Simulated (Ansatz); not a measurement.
## Electronic structure of C3H5ClSi in real space

Input file:

```
crystal:
  periodic: [false, false, false]
  atoms:
    - { symbol: C, position_ang: [-0.6509, 1.9599, -0.501] }
    - { symbol: C, position_ang: [-0.3565, 0.75, -0.5547] }
    - { symbol: C, position_ang: [-0.0418, -0.4982, -0.6287] }
    - { symbol: Si, position_ang: [0.6579, -1.3452, 0.8786] }
    - { symbol: Cl, position_ang: [-0.1567, -1.2157, -2.2023] }
    - { symbol: H, position_ang: [-0.1953, 2.7529, -1.1347] }
    - { symbol: H, position_ang: [-0.98985, 0.93695, 0.31249] }
    - { symbol: H, position_ang: [0.7476, -2.8025, 0.6454] }
    - { symbol: H, position_ang: [-0.3489, -1.1421, 2.0633] }
    - { symbol: H, position_ang: [1.9212, -0.8458, 1.3186] }
basis:
  gaussian: { orbitals: def2-SVP }
hamiltonian:
  xc: pbe
  dispersion: d4
relax:
  f_tol: 0.02
  max_steps: 50
output:
  orbitals: {}
```

Launched as:

```sh
ansatz run input.yaml --threads 2 --pin off --max-ram 3072MiB --backend cpu --events-out ev --progress --plain --runs-dir out
```

The fields are those of the run's last geometry, not of the input's.

Computed with RKS PBE-D4/def2-SVP in Ansatz.

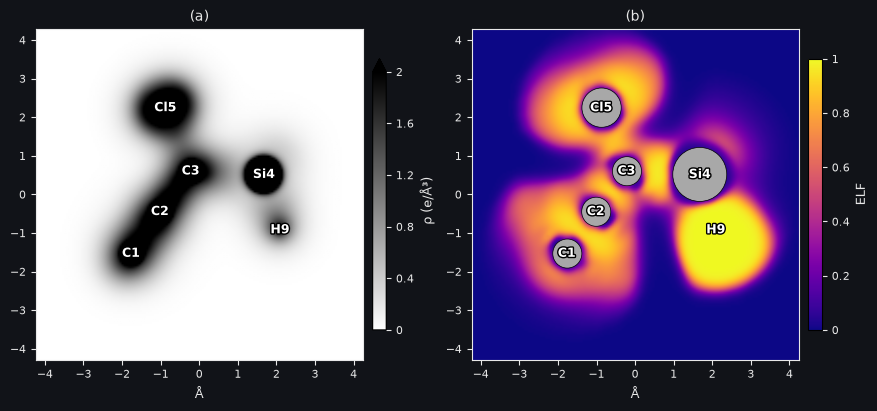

Figure 1. (a) electron density; (b) electron localisation function on the plane of atoms Si4, C3 and Cl5. Grey discs cover the atomic cores in the ELF map.

Q: What does the map show?

A: The section cuts through C, Si, Cl and H sites.
C–C (1.32 Å): ρ at the midpoint is about 2.3 e/Å³; the ELF peaks at about 0.90 between the atoms (a multiple bond).
C–Cl (1.77 Å): the density is about 1.3 e/Å³ at the midpoint; the ELF peaks at about 0.85 between the atoms, as expected for a shared electron pair.
C–Si (1.89 Å): ρ at the midpoint is about 0.9 e/Å³; the ELF peaks at about 0.95 between the atoms (a covalent bond).
Si–H (1.50 Å): ρ is about 0.75 e/Å³ halfway; the ELF climbs to about 1 towards the hydrogen, as it does in any bond to H.
The ELF also peaks beside Cl5, away from the bonds: lone-pair regions.

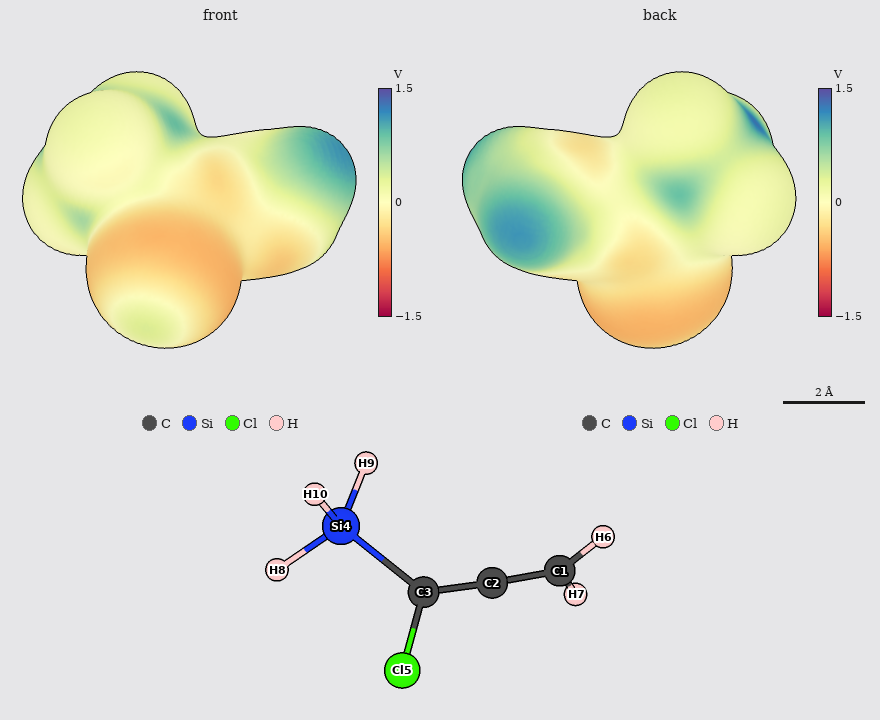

Figure 2. The electrostatic potential painted on the density surface at 0.002 e/bohr³, seen from the front and from behind; red is negative and blue positive. The bare structure is drawn below in the same view.

Q: Describe the electrostatic potential map.

A: The most negative region (about −0.6 V) lies over Cl5, the most positive (about +1.1 V) over Si4, H6 and H7. Cl5 shows a σ-hole: about +0.3 V at the tip opposite its bond, against about −0.5 V on its flanks.

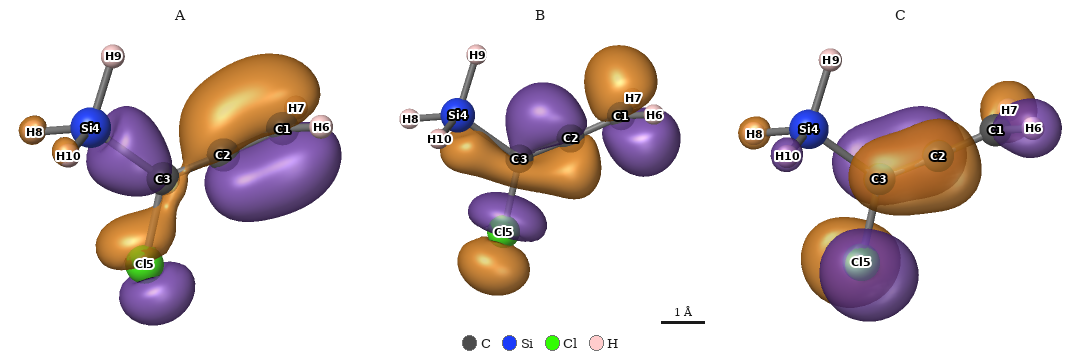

Figure 3. Three frontier orbitals at ±0.1 Å⁻³ᐟ² (orange and purple are the two phases), in no order.

Q: Which picture is the HOMO−1, the HOMO and the LUMO?

A: A is the HOMO−1 (−6.84 eV). Its weight (Hirshfeld) is mainly on C1 (about 35 %), C2 (about 25 %), Cl5 (about 10 %), C3 (about 10 %) and Si4 (about 10 %); π-bonding across C1–C2. C is the HOMO (−6.15 eV). By Hirshfeld shares it lies mainly on Cl5 (about 35 %), C2 (about 25 %) and C3 (about 25 %). B is the LUMO (−1.83 eV). It lies mainly on C1 (about 30 %), C2 (about 25 %), Cl5 (about 20 %) and C3 (about 15 %).

Q: What is the HOMO–LUMO gap?

A: 4.32 eV between the orbital energies.

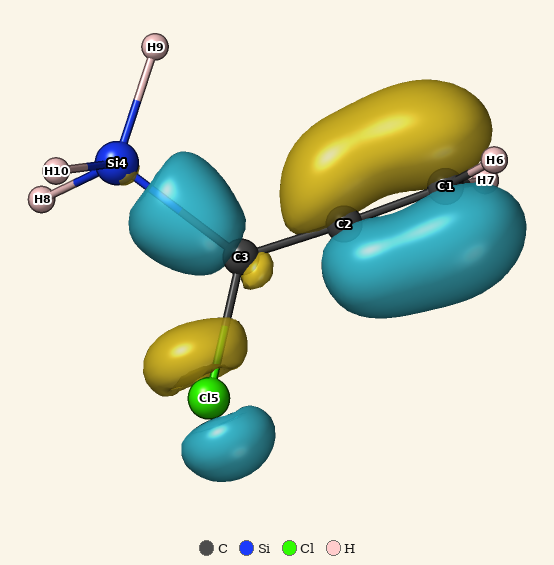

Figure 4. The HOMO−1 at ±0.15 Å⁻³ᐟ² (yellow and cyan are the two phases), seen across its widest extent.

Q: What is the character of this orbital?

A: By Hirshfeld shares it lies mainly on C1 (about 35 %), C2 (about 25 %), Cl5 (about 10 %), C3 (about 10 %) and Si4 (about 10 %); π-bonding across C1–C2. Its energy is −6.84 eV.
